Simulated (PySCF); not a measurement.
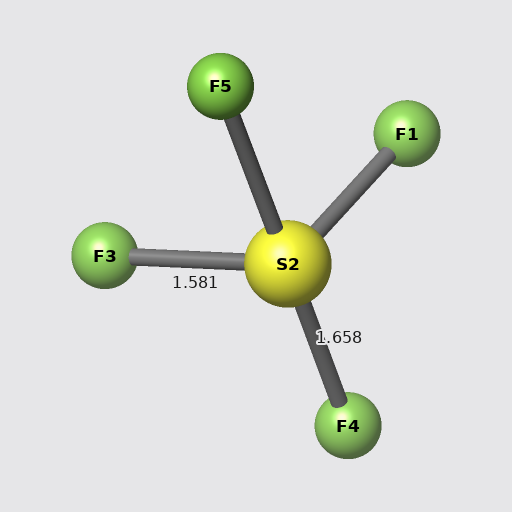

Bond lengths are marked in Å; every bond is drawn as one stick. The geometry was computed by an optimisation with PBE0-D3(BJ)/def2-SVP. No frequency run is at hand to confirm it as a minimum.

**Assign a bond order to each marked bond.**

S2–F3 single; S2–F4 single.

**Give the structure as SMILES.**

FS(F)(F)F
